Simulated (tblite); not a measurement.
## Run report: C3H11ClOSi2, geometry relaxation

The run: geometry relaxation of C3H11ClOSi2, SMILES OC(Cl)(C[SiH3])C[SiH3]. Method and program: GFN2-xTB geometry optimisation, gas phase (tblite 0.8.0).

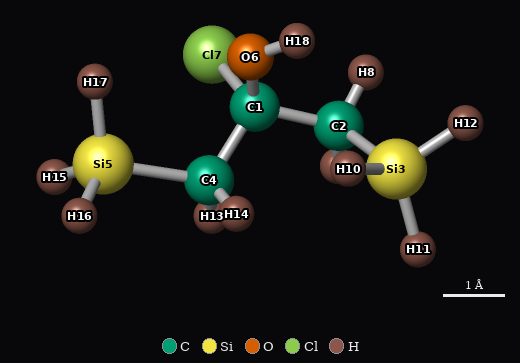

Fig. 1: The starting structure (ball-and-stick view, seen at a tilt; atoms are numbered from 1 in the order of the input).

Input
```
{"job": {"kind": "relax", "xc": "GFN2-xTB", "basis": "xTB"}, "charge": 0, "multiplicity": 1}
C      0.271039     0.485729    -0.123727
C     -0.131631     1.794812    -0.674150
Si     0.423788     2.067099    -2.396517
C     -0.456449    -0.586205    -0.784917
Si    -0.028064    -2.275022    -0.186621
O      1.613711     0.301135    -0.193607
Cl    -0.178383     0.484866     1.607389
H      0.275705     2.532374    -0.057672
H     -1.168833     1.857809    -0.630490
H      1.255119     0.961196    -2.814201
H     -0.724414     2.158224    -3.238260
H      1.156850     3.252066    -2.459843
H     -1.481190    -0.436130    -0.674258
H     -0.244072    -0.558663    -1.831250
H     -1.061606    -2.716098     0.704413
H      0.102687    -3.174529    -1.249810
H      1.199376    -2.177882     0.550944
H      2.248049     0.907751    -0.670014
```

The first line tells a small driver script what to run in tblite; the rest is the geometry in Å.

Run as:
```bash
OMP_NUM_THREADS=1 python <driver script> task.json out
```

Output
```
step      E/eV     max force
  0    -655.25724    2.753
  1    -655.63367    1.239
  2    -655.86629    0.647
  3    -655.92749    0.464
  4    -655.95538    0.464
  5    -655.98370    0.336
  6    -656.00329    0.384
  7    -656.01844    0.318
  8    -656.03292    0.282
  9    -656.04908    0.307
 10    -656.06829    0.332
 11    -656.08853    0.394
 12    -656.10498    0.343
 13    -656.11809    0.301
 14    -656.13271    0.300
 15    -656.14554    0.458
 16    -656.15627    0.501
 17    -656.16723    0.374
 18    -656.17728    0.299
 19    -656.18336    0.239
 20    -656.19401    0.169
 21    -656.19851    0.149
 22    -656.20177    0.175
 23    -656.20380    0.212
 24    -656.20673    0.124
 25    -656.20900    0.112
 26    -656.21099    0.092
 27    -656.21246    0.103
 28    -656.21406    0.112
 29    -656.21528    0.103
 30    -656.21657    0.072
 31    -656.21777    0.093
 32    -656.21890    0.097
 33    -656.21974    0.087
 34    -656.22036    0.070
 35    -656.22086    0.063
 36    -656.22129    0.061
 37    -656.22161    0.044
 38    -656.22184    0.043
 39    -656.22201    0.040
 40    -656.22221    0.047
 41    -656.22247    0.047
 42    -656.22280    0.050
 43    -656.22319    0.044
 44    -656.22360    0.058
 45    -656.22405    0.064
 46    -656.22456    0.055
 47    -656.22512    0.053
 48    -656.22575    0.104
 49    -656.22644    0.074
 50    -656.22727    0.074
 51    -656.22827    0.079
 52    -656.22925    0.119
 53    -656.23023    0.132
 54    -656.23134    0.116
 55    -656.23289    0.106
 56    -656.23508    0.131
 57    -656.23744    0.114
 58    -656.23927    0.096
 59    -656.24036    0.097
 60    -656.24084    0.089
 61    -656.24165    0.057
 62    -656.24251    0.062
 63    -656.24336    0.079
 64    -656.24420    0.083
 65    -656.24498    0.064
 66    -656.24555    0.055
 67    -656.24606    0.053
 68    -656.24643    0.058
 69    -656.24707    0.074
 70    -656.24794    0.087
 71    -656.24898    0.085
 72    -656.24999    0.068
 73    -656.25095    0.062
 74    -656.25190    0.054
 75    -656.25285    0.060
 76    -656.25382    0.060
 77    -656.25482    0.079
 78    -656.25584    0.073
 79    -656.25671    0.052
 80    -656.25711    0.049
 81    -656.25753    0.081
 82    -656.25785    0.052
 83    -656.25825    0.031
 84    -656.25848    0.030
 85    -656.25872    0.044
 86    -656.25891    0.047
 87    -656.25913    0.039
 88    -656.25934    0.027
 89    -656.25953    0.031
 90    -656.25970    0.032
 91    -656.25991    0.031
 92    -656.26018    0.036
 93    -656.26050    0.034
 94    -656.26078    0.034
 95    -656.26103    0.030
 96    -656.26130    0.036
 97    -656.26169    0.045
 98    -656.26220    0.055
 99    -656.26275    0.045
100    -656.26327    0.043
101    -656.26378    0.046
102    -656.26430    0.057
103    -656.26457    0.096
104    -656.26508    0.044
105    -656.26531    0.031
106    -656.26549    0.029
107    -656.26561    0.030
108    -656.26581    0.028
109    -656.26596    0.023
110    -656.26605    0.023
111    -656.26611    0.018
112    -656.26616    0.014
113    -656.26619    0.014
114    -656.26622    0.010
115    -656.26623    0.010
116    -656.26626    0.011
117    -656.26628    0.011
118    -656.26631    0.015
119    -656.26633    0.012
120    -656.26635    0.007
```

Trajectory as extended XYZ (Å, eV, eV/Å), 12 of the 25 frames kept, from step=0 to step=120
```
18
Properties=species:S:1:pos:R:3:forces:R:3 step=0 energy=-655.25724
C     0.2710    0.4857   -0.1237    0.6110   1.1220  -0.0610
C    -0.1316    1.7948   -0.6741    0.1810  -0.0340   0.1170
Si    0.4238    2.0671   -2.3965    0.0080  -0.7900  -1.2430
C    -0.4564   -0.5862   -0.7849    0.0170  -1.0570  -0.8200
Si   -0.0281   -2.2750   -0.1866    0.4720  -0.3130   1.4940
O     1.6137    0.3011   -0.1936    2.6360  -0.7860  -0.0920
Cl   -0.1784    0.4849    1.6074   -0.0990  -0.1530   0.8570
H     0.2757    2.5324   -0.0577    0.5480   1.4290   1.0940
H    -1.1688    1.8578   -0.6305   -1.9010   0.3310   0.2350
H     1.2551    0.9612   -2.8142    0.3050  -0.2620  -0.2850
H    -0.7244    2.1582   -3.2383   -0.6100   0.0090  -0.5340
H     1.1568    3.2521   -2.4598    0.9390   1.4310  -0.1160
H    -1.4812   -0.4361   -0.6743   -1.8120   0.3580   0.1420
H    -0.2441   -0.5587   -1.8312    0.1760   0.2320  -0.8600
H    -1.0616   -2.7161    0.7044   -0.5180  -0.2370   0.3890
H     0.1027   -3.1745   -1.2498    0.1090  -0.9450  -1.2450
H     1.1994   -2.1779    0.5509    0.4890  -0.0980   0.2330
H     2.2480    0.9078   -0.6700   -1.5530  -0.2380   0.6940
18
Properties=species:S:1:pos:R:3:forces:R:3 step=10 energy=-656.06829
C     0.2772    0.4872   -0.1330    0.1200  -0.2210  -0.1110
C    -0.0982    1.8542   -0.6594   -0.2140   0.0670   0.1390
Si    0.4355    2.1036   -2.4768    0.0190   0.2600   0.0990
C    -0.4901   -0.6330   -0.8024   -0.1680   0.1420  -0.0490
Si    0.0022   -2.3381   -0.1055   -0.0760  -0.0480  -0.2430
O     1.6274    0.2025   -0.2393    0.0810   0.1340  -0.1780
Cl   -0.1326    0.4170    1.6545   -0.0360   0.0670   0.0190
H     0.2849    2.6465   -0.0124    0.2890  -0.1040  -0.0010
H    -1.1764    1.9423   -0.5613   -0.2270   0.0300  -0.1200
H     1.2827    1.0126   -2.9123    0.2120  -0.2280  -0.1160
H    -0.7397    2.1543   -3.3314   -0.1190   0.0550  -0.0630
H     1.2304    3.3353   -2.5422   -0.0750   0.0050  -0.0160
H    -1.5549   -0.4384   -0.7019   -0.1120  -0.0750   0.0970
H    -0.2714   -0.5705   -1.8689    0.0720  -0.0640  -0.0180
H    -1.0841   -2.7831    0.7552   -0.0930  -0.0640   0.1400
H     0.1105   -3.2352   -1.2653   -0.0110   0.0040   0.0480
H     1.2659   -2.2726    0.5915    0.1700  -0.0240   0.1220
H     2.1024    0.9940   -0.5116    0.1690   0.0620   0.2510
18
Properties=species:S:1:pos:R:3:forces:R:3 step=20 energy=-656.19401
C     0.2657    0.4857   -0.2009   -0.0200  -0.0930  -0.0390
C    -0.1196    1.8688   -0.6914    0.0280  -0.0770   0.1490
Si    0.4444    2.1262   -2.5079   -0.0610   0.0440   0.1320
C    -0.5101   -0.6603   -0.8091   -0.0470   0.0220  -0.0840
Si   -0.0077   -2.3689   -0.0926   -0.0110   0.0970  -0.0920
O     1.6095    0.2483   -0.3933    0.0170  -0.0040   0.0650
Cl   -0.0811    0.4192    1.6179    0.0550   0.0370  -0.0320
H     0.3767    2.5826   -0.0281    0.0090   0.1160  -0.1060
H    -1.1900    2.0324   -0.5579    0.0490  -0.0680  -0.0830
H     1.3169    1.0528   -2.9642    0.0330  -0.0670  -0.0170
H    -0.7439    2.1973   -3.3475   -0.1020  -0.0050  -0.0740
H     1.1919    3.3811   -2.5763    0.0080   0.0730   0.0240
H    -1.5765   -0.4792   -0.6755    0.0170  -0.0040   0.0450
H    -0.3157   -0.6271   -1.8815    0.0090  -0.0550  -0.0370
H    -1.0685   -2.8216    0.8091   -0.0180   0.0200   0.0060
H     0.0971   -3.2711   -1.2452   -0.0310  -0.0140   0.0270
H     1.2651   -2.3322    0.6101    0.0430   0.0450   0.0160
H     2.1175    1.0445   -0.1883    0.0220  -0.0690   0.1010
18
Properties=species:S:1:pos:R:3:forces:R:3 step=35 energy=-656.22086
C     0.2857    0.4761   -0.2095    0.0020   0.0070  -0.0620
C    -0.1071    1.8545   -0.7018   -0.0050   0.0340   0.0060
Si    0.4248    2.1390   -2.5209    0.0000   0.0110   0.0120
C    -0.5069   -0.6537   -0.8281    0.0030   0.0200  -0.0200
Si   -0.0050   -2.3512   -0.1008   -0.0120   0.0040  -0.0240
O     1.6300    0.2240   -0.3871   -0.0130  -0.0180   0.0280
Cl   -0.0610    0.4125    1.6037    0.0000   0.0120   0.0250
H     0.3709    2.6044   -0.0674    0.0120  -0.0030   0.0250
H    -1.1813    1.9870   -0.5791   -0.0040   0.0010  -0.0070
H     1.3052    1.0703   -2.9824    0.0190   0.0040  -0.0110
H    -0.7704    2.1954   -3.3649    0.0030  -0.0030   0.0200
H     1.1448    3.4170   -2.5700   -0.0370  -0.0330  -0.0080
H    -1.5685   -0.4618   -0.6730    0.0230  -0.0090  -0.0040
H    -0.3272   -0.6247   -1.9029    0.0230  -0.0120  -0.0080
H    -1.0640   -2.7765    0.8155   -0.0110   0.0070   0.0420
H     0.0699   -3.2920   -1.2216   -0.0030  -0.0040  -0.0130
H     1.2763   -2.2887    0.5872    0.0140  -0.0050   0.0020
H     2.1554    0.9468   -0.0195   -0.0150  -0.0130  -0.0020
18
Properties=species:S:1:pos:R:3:forces:R:3 step=45 energy=-656.22405
C     0.2846    0.4749   -0.2105    0.0070   0.0060  -0.0630
C    -0.0979    1.8588   -0.6974   -0.0080  -0.0130  -0.0170
Si    0.4218    2.1391   -2.5216   -0.0100   0.0040   0.0260
C    -0.5016   -0.6529   -0.8414    0.0010   0.0070  -0.0130
Si   -0.0097   -2.3483   -0.1032    0.0020   0.0210   0.0190
O     1.6285    0.2138   -0.3781   -0.0030  -0.0160   0.0180
Cl   -0.0722    0.4149    1.6014   -0.0140  -0.0250   0.0070
H     0.3798    2.6016   -0.0524   -0.0020  -0.0170  -0.0430
H    -1.1733    1.9908   -0.5815    0.0090   0.0190   0.0190
H     1.3224    1.0924   -2.9978   -0.0070   0.0070   0.0210
H    -0.7863    2.1758   -3.3486    0.0060  -0.0230   0.0070
H     1.1095    3.4304   -2.5900   -0.0030   0.0170   0.0050
H    -1.5659   -0.4629   -0.7086    0.0080   0.0080   0.0140
H    -0.3028   -0.6328   -1.9132    0.0350   0.0220   0.0050
H    -1.0496   -2.7413    0.8488   -0.0260  -0.0130   0.0100
H     0.0467   -3.2959   -1.2185   -0.0280  -0.0200  -0.0050
H     1.2805   -2.2959    0.5682    0.0340  -0.0010  -0.0030
H     2.1571    0.9160    0.0219   -0.0010   0.0180  -0.0060
18
Properties=species:S:1:pos:R:3:forces:R:3 step=55 energy=-656.23289
C     0.2847    0.4647   -0.2174    0.0320   0.0620  -0.0510
C    -0.0733    1.8612   -0.6912    0.0390  -0.0310  -0.0020
Si    0.4027    2.1545   -2.5231   -0.0370  -0.0820   0.0560
C    -0.4650   -0.6584   -0.8917   -0.0090   0.0340  -0.0040
Si   -0.0249   -2.3378   -0.0911   -0.0020   0.0250   0.0120
O     1.6312    0.1947   -0.3359    0.0300   0.0660   0.0290
Cl   -0.1487    0.3772    1.5768    0.0120  -0.0070   0.0300
H     0.4508    2.5834   -0.0590   -0.0540  -0.0100   0.0120
H    -1.1427    2.0272   -0.5499    0.0810   0.0010   0.0420
H     1.3800    1.1673   -2.9772   -0.0090   0.0300   0.0010
H    -0.8368    2.0572   -3.2963    0.0430   0.0040  -0.0690
H     0.9843    3.4946   -2.6264   -0.0300   0.0040  -0.0060
H    -1.5325   -0.4604   -0.8345   -0.0590  -0.0030  -0.0040
H    -0.1841   -0.6460   -1.9451    0.0020  -0.0190   0.0060
H    -1.0191   -2.6419    0.9389   -0.0130   0.0000  -0.0020
H    -0.1018   -3.3180   -1.1724   -0.0240  -0.0940  -0.0410
H     1.3151   -2.3273    0.4809   -0.0060  -0.0070  -0.0060
H     2.1517    0.8865    0.0921    0.0040   0.0270  -0.0050
18
Properties=species:S:1:pos:R:3:forces:R:3 step=65 energy=-656.24498
C     0.3006    0.4608   -0.2157    0.0020   0.0240  -0.0090
C    -0.0520    1.8631   -0.6741    0.0210  -0.0280  -0.0060
Si    0.3750    2.1488   -2.5172    0.0010  -0.0280   0.0120
C    -0.4284   -0.6587   -0.9251    0.0160   0.0050  -0.0030
Si   -0.0529   -2.3446   -0.1018   -0.0080   0.0020   0.0320
O     1.6541    0.2104   -0.2886   -0.0260   0.0100  -0.0520
Cl   -0.1862    0.3464    1.5644    0.0050   0.0120   0.0630
H     0.5056    2.5719   -0.0553   -0.0230   0.0040  -0.0030
H    -1.1091    2.0546   -0.4859    0.0320  -0.0310  -0.0300
H     1.4320    1.2360   -2.9489    0.0030   0.0280   0.0120
H    -0.8299    1.9495   -3.3233   -0.0010  -0.0270  -0.0010
H     0.8372    3.5316   -2.6467   -0.0040   0.0190  -0.0010
H    -1.4970   -0.4476   -0.9285    0.0150  -0.0010   0.0160
H    -0.0922   -0.6628   -1.9623    0.0090   0.0130   0.0070
H    -1.0043   -2.5647    0.9894    0.0010  -0.0040  -0.0190
H    -0.2516   -3.3780   -1.1240    0.0010   0.0330  -0.0040
H     1.3200   -2.3634    0.3904   -0.0300  -0.0350  -0.0180
H     2.1508    0.9250    0.1307   -0.0130   0.0040   0.0050
18
Properties=species:S:1:pos:R:3:forces:R:3 step=75 energy=-656.25285
C     0.3255    0.4642   -0.2065   -0.0260   0.0040   0.0230
C    -0.0447    1.8568   -0.6725   -0.0110  -0.0030   0.0060
Si    0.3676    2.1392   -2.5171    0.0040   0.0020  -0.0080
C    -0.4029   -0.6515   -0.9203    0.0160   0.0130  -0.0220
Si   -0.0849   -2.3507   -0.1048    0.0180   0.0040  -0.0110
O     1.6804    0.2259   -0.2845   -0.0520  -0.0030  -0.0200
Cl   -0.1450    0.3643    1.5807   -0.0120  -0.0280   0.0290
H     0.4961    2.5793   -0.0546   -0.0320   0.0130  -0.0230
H    -1.1068    2.0222   -0.4931    0.0090   0.0230   0.0070
H     1.4961    1.3029   -2.9208    0.0080   0.0340   0.0020
H    -0.8091    1.8322   -3.3351    0.0300  -0.0130   0.0310
H     0.7125    3.5563   -2.6501    0.0000  -0.0020  -0.0290
H    -1.4692   -0.4251   -0.9534    0.0590  -0.0020   0.0090
H    -0.0316   -0.6511   -1.9460   -0.0420  -0.0420  -0.0070
H    -1.0243   -2.5229    1.0046    0.0270  -0.0180  -0.0120
H    -0.3511   -3.3665   -1.1300   -0.0180   0.0250   0.0080
H     1.3047   -2.4400    0.3299   -0.0350  -0.0060   0.0210
H     2.1583    0.9428    0.1509    0.0580  -0.0010  -0.0050
18
Properties=species:S:1:pos:R:3:forces:R:3 step=85 energy=-656.25872
C     0.3436    0.4722   -0.1997   -0.0190  -0.0190   0.0060
C    -0.0440    1.8609   -0.6654    0.0160   0.0040  -0.0070
Si    0.3659    2.1361   -2.5104   -0.0050   0.0250  -0.0360
C    -0.3736   -0.6464   -0.9227   -0.0130  -0.0040  -0.0020
Si   -0.1106   -2.3549   -0.1090    0.0060  -0.0010  -0.0170
O     1.6997    0.2428   -0.2814   -0.0230  -0.0180  -0.0100
Cl   -0.1274    0.3573    1.5879    0.0030  -0.0040  -0.0080
H     0.4867    2.5969   -0.0562   -0.0010  -0.0040   0.0150
H    -1.1082    2.0199   -0.4893    0.0260  -0.0130   0.0110
H     1.5716    1.4050   -2.8924    0.0090   0.0070   0.0170
H    -0.7723    1.7026   -3.3232    0.0140  -0.0090   0.0010
H     0.5834    3.5740   -2.6857   -0.0100  -0.0040  -0.0050
H    -1.4358   -0.4105   -0.9810    0.0140   0.0010   0.0030
H     0.0167   -0.6646   -1.9414   -0.0160   0.0120   0.0080
H    -1.0186   -2.4971    1.0276   -0.0050  -0.0100   0.0140
H    -0.4714   -3.3443   -1.1313    0.0090   0.0120   0.0080
H     1.2816   -2.5225    0.2895   -0.0030   0.0160   0.0070
H     2.1845    0.9511    0.1614    0.0000   0.0100  -0.0040
18
Properties=species:S:1:pos:R:3:forces:R:3 step=100 energy=-656.26327
C     0.3399    0.4651   -0.2070    0.0130   0.0120   0.0320
C    -0.0345    1.8603   -0.6644    0.0070  -0.0170  -0.0050
Si    0.3846    2.1442   -2.5073    0.0170  -0.0140  -0.0010
C    -0.4073   -0.6450   -0.9122    0.0190   0.0290   0.0030
Si   -0.1204   -2.3541   -0.1053   -0.0040   0.0240   0.0110
O     1.6918    0.2228   -0.3084    0.0000  -0.0310  -0.0290
Cl   -0.0991    0.3502    1.5921   -0.0120   0.0080  -0.0340
H     0.5055    2.5849   -0.0484   -0.0390   0.0030  -0.0070
H    -1.0976    2.0219   -0.4879    0.0140   0.0310   0.0140
H     1.6552    1.4952   -2.8269   -0.0150   0.0220  -0.0130
H    -0.6943    1.6160   -3.3439    0.0080  -0.0150   0.0060
H     0.4925    3.5900   -2.7132    0.0010  -0.0030   0.0200
H    -1.4677   -0.3951   -0.9400    0.0120  -0.0310   0.0240
H    -0.0501   -0.6623   -1.9430    0.0070   0.0050   0.0120
H    -1.0332   -2.5323    1.0258    0.0180   0.0180  -0.0210
H    -0.4576   -3.3333   -1.1438    0.0150  -0.0210   0.0050
H     1.2725   -2.4904    0.3079   -0.0370   0.0010  -0.0130
H     2.1914    0.9405    0.1032   -0.0240  -0.0200  -0.0040
18
Properties=species:S:1:pos:R:3:forces:R:3 step=110 energy=-656.26605
C     0.3353    0.4622   -0.2111    0.0110   0.0000  -0.0010
C    -0.0268    1.8618   -0.6649   -0.0010  -0.0060  -0.0040
Si    0.3994    2.1474   -2.5049   -0.0020   0.0000  -0.0010
C    -0.4312   -0.6403   -0.9066    0.0050   0.0030   0.0120
Si   -0.1280   -2.3490   -0.1069    0.0090   0.0030   0.0000
O     1.6813    0.1967   -0.3365    0.0110  -0.0040  -0.0050
Cl   -0.0807    0.3514    1.5896   -0.0080   0.0050  -0.0010
H     0.5135    2.5851   -0.0480    0.0010  -0.0150   0.0000
H    -1.0880    2.0354   -0.4883   -0.0010   0.0000  -0.0020
H     1.7160    1.5885   -2.8038   -0.0010   0.0050  -0.0060
H    -0.6252    1.5354   -3.3523    0.0050   0.0040   0.0050
H     0.4107    3.5960   -2.7156   -0.0020   0.0040   0.0030
H    -1.4919   -0.3931   -0.9033    0.0030  -0.0040  -0.0190
H    -0.0936   -0.6537   -1.9436   -0.0210   0.0030   0.0100
H    -1.0428   -2.5287    1.0206    0.0010   0.0030  -0.0010
H    -0.4393   -3.3426   -1.1399   -0.0050   0.0000   0.0000
H     1.2633   -2.4691    0.3092    0.0000  -0.0080   0.0090
H     2.1999    0.8951    0.0835   -0.0070   0.0050   0.0000
18
Properties=species:S:1:pos:R:3:forces:R:3 step=120 energy=-656.26635
C     0.3365    0.4603   -0.2130    0.0030   0.0010  -0.0010
C    -0.0241    1.8602   -0.6660    0.0010   0.0020   0.0000
Si    0.4012    2.1503   -2.5050   -0.0060   0.0020  -0.0020
C    -0.4304   -0.6419   -0.9076    0.0020   0.0020   0.0030
Si   -0.1286   -2.3498   -0.1057   -0.0020  -0.0010  -0.0010
O     1.6829    0.1955   -0.3367   -0.0010  -0.0030   0.0010
Cl   -0.0826    0.3537    1.5873   -0.0020  -0.0050   0.0050
H     0.5186    2.5793   -0.0466    0.0010   0.0040  -0.0040
H    -1.0847    2.0363   -0.4879    0.0000  -0.0030  -0.0050
H     1.7252    1.6104   -2.8056   -0.0010   0.0030  -0.0010
H    -0.6150    1.5231   -3.3512    0.0030   0.0050  -0.0010
H     0.3907    3.5991   -2.7149    0.0000   0.0030   0.0010
H    -1.4912   -0.3944   -0.9065    0.0030  -0.0040  -0.0010
H    -0.0953   -0.6553   -1.9452   -0.0010  -0.0040   0.0050
H    -1.0417   -2.5223    1.0239   -0.0040   0.0000   0.0060
H    -0.4506   -3.3429   -1.1358    0.0010  -0.0020  -0.0010
H     1.2619   -2.4792    0.3108   -0.0020   0.0010   0.0000
H     2.1986    0.8961    0.0832    0.0010  -0.0010  -0.0030
```

Summary

- outcome: converged
- total energy: −656.2663 eV
- hardware: 1 CPU thread, shared host
- wall time: 3.8 s
- peak memory: 0.18 GiB
